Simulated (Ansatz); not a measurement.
# Run report: C$_{2}$H$_{4}$FNSi, nudged elastic band

The run: nudged elastic band of C$_{2}$H$_{4}$FNSi. Method and program: RKS revPBE/def2-SVP (Ansatz 0.2.0).

It belongs to a series of runs on one base structure; here: band between the two ends.

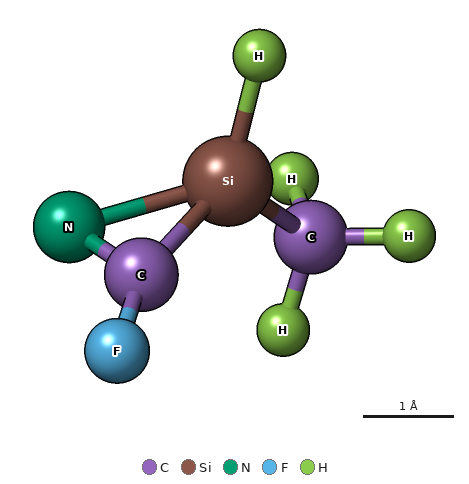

*The starting structure (ball-and-stick view, seen at a tilt).*

Bond lengths as drawn: C–F 1.34 Å, C–H 1.11 Å, C–N 1.28 Å, C–Si 1.80 to 1.88 Å, H–Si 1.50 Å and N–Si 1.86 Å.

Summary:

| quantity | value |
| --- | --- |
| outcome | converged |
| barrier, forward | 0.035 eV |
| barrier, backward | 0.035 eV |
| hardware | 2 threads of AMD EPYC (Zen 5), 128 GiB of memory available, shared host |
| wall time | 18 s (CPU time 34 s) |
| peak memory | 0.15 GiB |

The order of the saddle point was not checked.

Input file:
```yaml
crystal:
  periodic: [false, false, false]
  atoms:
    - { symbol: C, position_ang: [-1.333899, -0.479681, -0.248966] }
    - { symbol: Si, position_ang: [0.231073, 0.129833, 0.594229] }
    - { symbol: "N", position_ang: [1.884249, -0.513177, 0.033147] }
    - { symbol: C, position_ang: [1.695643, 0.714929, -0.275618] }
    - { symbol: F, position_ang: [2.510561, 1.550673, -0.93114] }
    - { symbol: H, position_ang: [-1.156265, -0.647986, -1.329291] }
    - { symbol: H, position_ang: [-2.156579, 0.256195, -0.132926] }
    - { symbol: H, position_ang: [-1.66715, -1.434833, 0.209243] }
    - { symbol: H, position_ang: [0.080968, 0.377749, 2.064123] }
basis:
  gaussian: { orbitals: def2-SVP }
hamiltonian:
  xc: revpbe
neb:
  order_check: false
  images: 9
  f_tol: 0.05
  max_iterations: 60
  initial_path: idpp
  final_atoms:
    - { symbol: C, position_ang: [-1.34094716, -0.46411232, -0.23342475] }
    - { symbol: Si, position_ang: [0.30826006, -0.06538127, 0.5744774] }
    - { symbol: "N", position_ang: [1.88454887, -0.35923149, -0.3691776] }
    - { symbol: C, position_ang: [1.62122943, 0.8839034, -0.21206364] }
    - { symbol: F, position_ang: [2.31313978, 1.94901823, -0.63545803] }
    - { symbol: H, position_ang: [-1.5889931, -1.53708348, -0.08842244] }
    - { symbol: H, position_ang: [-1.30459091, -0.25253822, -1.32035179] }
    - { symbol: H, position_ang: [-2.15749467, 0.13610581, 0.21980027] }
    - { symbol: H, position_ang: [0.35344869, -0.33697866, 2.04742158] }
```

Launched with:
```bash
ansatz run input.yaml --threads 2 --pin off --max-ram 3072MiB --backend cpu --events-out ev --progress --plain --runs-dir out
```

The program's output:
```
Engine: ansatz 0.2.0, x86_64-unknown-linux-gnu
Functional definition: revPBE
  parameter kappa = 1.245
  parameter beta = 0.06672455060314922
  exchange = pbe_x(kappa = kappa, mu = beta*pi^2/3)
  correlation = pbe_c(beta = beta)
1064 factors; their error is unknown
mean field evaluation 1: about -14200.4479 eV, gradient 6.9e1 eV
mean field evaluation 2: about -14150.7978 eV, gradient 1.4e2 eV
mean field evaluation 4: about -14211.2952 eV, gradient 1.3e1 eV
mean field evaluation 8: about -14211.6948 eV, gradient 1.0e-1 eV
mean field evaluation 16: about -14211.6188 eV, gradient 1.6e-3 eV
mean field -14211.61876775 eV, -522.2673567337 hartree, gradient 7.6e-5 eV, S^2 0.000000; 0 other end points of the search recorded, 0 dependent functions left out
the calculation of the forces begins
reference -14211.61880514 eV, -522.2673581076 hartree; 23, 23 occupied and 71, 71 virtual orbitals, 1064 factors
1064 factors; their error is unknown
mean field evaluation 32: about -14211.6188 eV, gradient 3.0e-2 eV
mean field -14211.61880549 eV, -522.2673581205 hartree, gradient 1.9e-5 eV, S^2 0.000000; 0 other end points of the search recorded, 0 dependent functions left out
[... from here on the field's lines of each further geometry are left out, up to the last ...]
NEB iter   1: max|band force component| = 2.604e-1 eV/Å  barrier→ = 0.0434 eV  barrier← = 0.0434 eV  CI = image 5  Δτ_max = 0.0337 Å  (321 SCF iters)
NEB iter   2: max|band force component| = 1.238e-1 eV/Å  barrier→ = 0.0359 eV  barrier← = 0.0359 eV  CI = image 5  Δτ_max = 0.0199 Å  (278 SCF iters)
the calculation of the forces begins
reference -14211.61529893 eV, -522.2672292567 hartree; 23, 23 occupied and 71, 71 virtual orbitals, 1064 factors
1064 factors; their error is unknown
mean field -14211.58406134 eV, -522.2660812964 hartree, gradient 2.6e-5 eV, S^2 0.000000; 1 other end points of the search recorded, 0 dependent functions left out
the calculation of the forces begins
reference -14211.58409923 eV, -522.2660826890 hartree; 23, 23 occupied and 71, 71 virtual orbitals, 1064 factors
NEB iter   3: max|band force component| = 3.883e-2 eV/Å  barrier→ = 0.0347 eV  barrier← = 0.0347 eV  CI = image 5  Δτ_max = 0.0000 Å  (549 SCF iters)
```

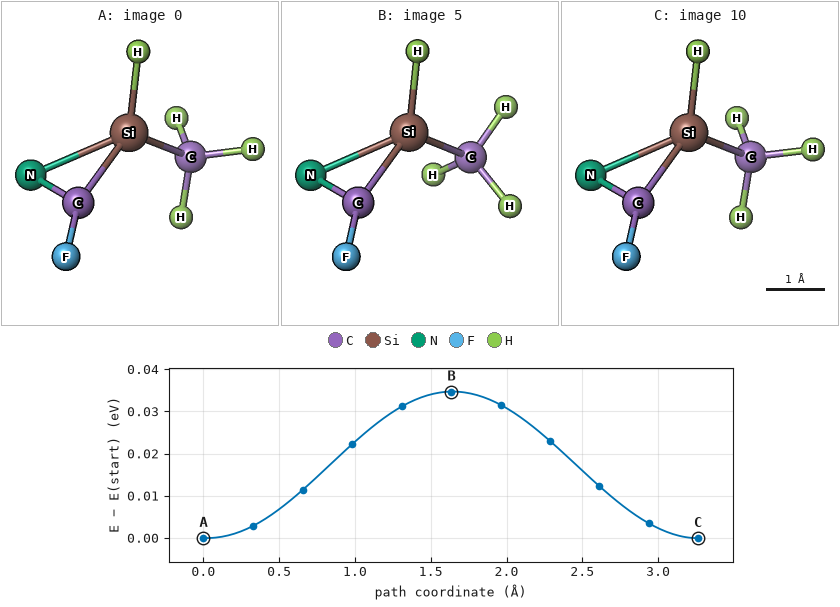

*Images of the last band (counted from 0; ball-and-stick, seen at a tilt) above the energy along the path; the line is a cubic interpolation that uses the forces.*

The highest image is number 5, 0.035 eV above the start and 0.035 eV above the end (the climbing image); start and end have the same energy. The path is 3.26 Å long. The band converged in 3 iterations.

```
Total energy: -14211.58409923 eV, -522.2660826890 hartree
Atom 0 at    -1.301914    -0.570954    -0.236783 Å, force     0.005392     0.008063    -0.003756 eV/Å
Atom 1 at     0.313318    -0.049541     0.582838 Å, force     0.036475     0.006179    -0.014401 eV/Å
Atom 2 at     1.901511    -0.193344    -0.380805 Å, force    -0.025975     0.003696     0.012805 eV/Å
Atom 3 at     1.538897     1.019808    -0.192360 Å, force     0.004020     0.000064    -0.004824 eV/Å
Atom 4 at     2.132109     2.147878    -0.604194 Å, force    -0.003646    -0.004087     0.002325 eV/Å
Atom 5 at    -1.093961    -1.309910    -1.038250 Å, force     0.000980    -0.008156     0.002524 eV/Å
Atom 6 at    -1.819074     0.293412    -0.699890 Å, force    -0.005405     0.001482     0.004971 eV/Å
Atom 7 at    -1.983497    -1.033958     0.504711 Å, force    -0.012752    -0.005548    -0.007925 eV/Å
Atom 8 at     0.401212    -0.349690     2.047534 Å, force     0.000911    -0.001692     0.008281 eV/Å
Dipole moment:    -0.626116    -0.093819     0.174318 e Å
this run last wrote the band of iteration 3 to [file]
```

The last band as extended XYZ (Å, eV, eV/Å):
```
9
Properties=species:S:1:pos:R:3:forces:R:3 image=0 energy=-14211.61877
C    -1.3339   -0.4797   -0.2490    0.0020   0.0006   0.0005
Si    0.2311    0.1298    0.5942    0.0041   0.0002   0.0024
N     1.8842   -0.5132    0.0331    0.0019  -0.0052  -0.0014
C     1.6956    0.7149   -0.2756   -0.0048   0.0028  -0.0006
F     2.5106    1.5507   -0.9311    0.0016   0.0018  -0.0034
H    -1.1563   -0.6480   -1.3293    0.0010  -0.0006  -0.0001
H    -2.1566    0.2562   -0.1329    0.0002   0.0009  -0.0008
H    -1.6671   -1.4348    0.2092   -0.0014   0.0001  -0.0006
H     0.0810    0.3777    2.0641   -0.0046  -0.0004   0.0039
9
Properties=species:S:1:pos:R:3:forces:R:3 image=1 energy=-14211.61592
C    -1.3272   -0.4981   -0.2453   -0.0002  -0.0027   0.0052
Si    0.2459    0.0884    0.5994    0.0151   0.0003  -0.0005
N     1.9003   -0.4645   -0.0516   -0.0062   0.0001   0.0050
C     1.6659    0.7753   -0.2691   -0.0025   0.0046   0.0015
F     2.4350    1.6799   -0.8881    0.0035  -0.0068  -0.0043
H    -1.1184   -0.7846   -1.2950   -0.0008   0.0077  -0.0029
H    -2.0976    0.3009   -0.2437   -0.0063  -0.0024   0.0064
H    -1.7474   -1.3754    0.2896    0.0009  -0.0073  -0.0105
H     0.1322    0.2319    2.0865   -0.0034   0.0065   0.0000
9
Properties=species:S:1:pos:R:3:forces:R:3 image=2 energy=-14211.60739
C    -1.3216   -0.5167   -0.2421    0.0001  -0.0004   0.0064
Si    0.2617    0.0497    0.6004    0.0279   0.0016  -0.0041
N     1.9106   -0.4081   -0.1360   -0.0140  -0.0001   0.0102
C     1.6358    0.8366   -0.2570   -0.0039   0.0041   0.0020
F     2.3597    1.8051   -0.8325    0.0037  -0.0105  -0.0068
H    -1.0955   -0.9219   -1.2486    0.0004   0.0103  -0.0071
H    -2.0333    0.3269   -0.3581   -0.0109  -0.0013   0.0126
H    -1.8207   -1.3036    0.3602    0.0023  -0.0147  -0.0163
H     0.1920    0.0859    2.0964   -0.0055   0.0109   0.0029
9
Properties=species:S:1:pos:R:3:forces:R:3 image=3 energy=-14211.59653
C    -1.3159   -0.5349   -0.2396    0.0000   0.0050   0.0018
Si    0.2783    0.0140    0.5982    0.0355   0.0034  -0.0081
N     1.9140   -0.3441   -0.2201   -0.0208   0.0004   0.0134
C     1.6047    0.8982   -0.2398   -0.0026   0.0015   0.0009
F     2.2843    1.9253   -0.7661    0.0016  -0.0103  -0.0067
H    -1.0848   -1.0566   -1.1902    0.0018   0.0083  -0.0064
H    -1.9648    0.3342   -0.4736   -0.0105  -0.0009   0.0147
H    -1.8850   -1.2215    0.4199    0.0002  -0.0179  -0.0161
H     0.2577   -0.0609    2.0941   -0.0051   0.0105   0.0065
9
Properties=species:S:1:pos:R:3:forces:R:3 image=4 energy=-14211.58759
C    -1.3095   -0.5529   -0.2376    0.0022   0.0094  -0.0022
Si    0.2956   -0.0189    0.5925    0.0381   0.0050  -0.0108
N     1.9106   -0.2723   -0.3024   -0.0246   0.0023   0.0140
C     1.5724    0.9596   -0.2181    0.0013  -0.0004  -0.0020
F     2.2083    2.0400   -0.6899   -0.0013  -0.0077  -0.0034
H    -1.0848   -1.1867   -1.1199    0.0028   0.0001  -0.0042
H    -1.8931    0.3227   -0.5881   -0.0092   0.0015   0.0114
H    -1.9391   -1.1311    0.4683   -0.0066  -0.0156  -0.0115
H     0.3281   -0.2067    2.0780   -0.0026   0.0055   0.0087
9
Properties=species:S:1:pos:R:3:forces:R:3 image=5 energy=-14211.58406
C    -1.3019   -0.5710   -0.2368    0.0054   0.0081  -0.0038
Si    0.3133   -0.0495    0.5828    0.0365   0.0062  -0.0144
N     1.9015   -0.1933   -0.3808   -0.0260   0.0037   0.0128
C     1.5389    1.0198   -0.1924    0.0040   0.0001  -0.0048
F     2.1321    2.1479   -0.6042   -0.0036  -0.0041   0.0023
H    -1.0940   -1.3099   -1.0382    0.0010  -0.0082   0.0025
H    -1.8191    0.2934   -0.6999   -0.0054   0.0015   0.0050
H    -1.9835   -1.0340    0.5047   -0.0128  -0.0055  -0.0079
H     0.4012   -0.3497    2.0475    0.0009  -0.0017   0.0083
9
Properties=species:S:1:pos:R:3:forces:R:3 image=6 energy=-14211.58720
C    -1.2937   -0.5897   -0.2376    0.0057   0.0062  -0.0026
Si    0.3314   -0.0782    0.5672    0.0347   0.0068  -0.0135
N     1.8893   -0.1085   -0.4533   -0.0258   0.0050   0.0105
C     1.5053    1.0777   -0.1633    0.0045   0.0019  -0.0059
F     2.0586    2.2478   -0.5075   -0.0058  -0.0018   0.0061
H    -1.1133   -1.4246   -0.9467   -0.0010  -0.0145   0.0081
H    -1.7464    0.2463   -0.8069    0.0005   0.0002  -0.0031
H    -2.0172   -0.9318    0.5294   -0.0172   0.0052  -0.0053
H     0.4745   -0.4854    2.0014    0.0044  -0.0090   0.0057
9
Properties=species:S:1:pos:R:3:forces:R:3 image=7 energy=-14211.59576
C    -1.2842   -0.6087   -0.2395    0.0026   0.0033   0.0015
Si    0.3506   -0.1064    0.5476    0.0319   0.0068  -0.0118
N     1.8745   -0.0195   -0.5186   -0.0238   0.0043   0.0081
C     1.4704    1.1318   -0.1314    0.0033   0.0037  -0.0056
F     1.9839    2.3380   -0.4047   -0.0064  -0.0003   0.0091
H    -1.1406   -1.5280   -0.8457   -0.0039  -0.0148   0.0124
H    -1.6728    0.1843   -0.9084    0.0051  -0.0040  -0.0084
H    -2.0423   -0.8242    0.5406   -0.0151   0.0137  -0.0069
H     0.5492   -0.6136    1.9430    0.0062  -0.0127   0.0017
9
Properties=species:S:1:pos:R:3:forces:R:3 image=8 energy=-14211.60647
C    -1.2738   -0.6279   -0.2421   -0.0006   0.0023   0.0068
Si    0.3712   -0.1345    0.5245    0.0258   0.0053  -0.0074
N     1.8572    0.0721   -0.5770   -0.0179   0.0039   0.0056
C     1.4341    1.1811   -0.0975    0.0029   0.0041  -0.0053
F     1.9074    2.4176   -0.2975   -0.0053   0.0002   0.0092
H    -1.1756   -1.6177   -0.7365   -0.0052  -0.0133   0.0113
H    -1.5999    0.1078   -1.0030    0.0058  -0.0054  -0.0106
H    -2.0582   -0.7121    0.5377   -0.0110   0.0147  -0.0079
H     0.6261   -0.7328    1.8741    0.0056  -0.0118  -0.0018
9
Properties=species:S:1:pos:R:3:forces:R:3 image=9 energy=-14211.61526
C    -1.2626   -0.6474   -0.2451   -0.0029   0.0020   0.0048
Si    0.3937   -0.1625    0.4989    0.0140   0.0018  -0.0022
N     1.8373    0.1653   -0.6282   -0.0090   0.0029   0.0029
C     1.3968    1.2252   -0.0611    0.0023   0.0030  -0.0040
F     1.8289    2.4862   -0.1869   -0.0028   0.0003   0.0059
H    -1.2173   -1.6915   -0.6214   -0.0042  -0.0063   0.0073
H    -1.5289    0.0181   -1.0895    0.0046  -0.0057  -0.0060
H    -2.0652   -0.5970    0.5194   -0.0056   0.0089  -0.0061
H     0.7061   -0.8428    1.7968    0.0035  -0.0068  -0.0026
9
Properties=species:S:1:pos:R:3:forces:R:3 image=10 energy=-14211.61881
C    -1.2988   -0.5825   -0.2095   -0.0059  -0.0039  -0.0016
Si    0.3666   -0.1237    0.5306   -0.0010   0.0041   0.0020
N     1.8684   -0.0578   -0.5655    0.0025  -0.0016  -0.0005
C     1.4874    1.0991   -0.1709   -0.0052   0.0020   0.0020
F     2.0157    2.2975   -0.4490    0.0025  -0.0007  -0.0016
H    -1.4135   -1.6869   -0.2392   -0.0004   0.0077   0.0002
H    -1.3893   -0.1889   -1.2412    0.0008  -0.0026   0.0062
H    -2.1290   -0.1725    0.4030    0.0063  -0.0028  -0.0048
H     0.5811   -0.6305    1.9244    0.0005  -0.0024  -0.0018
```
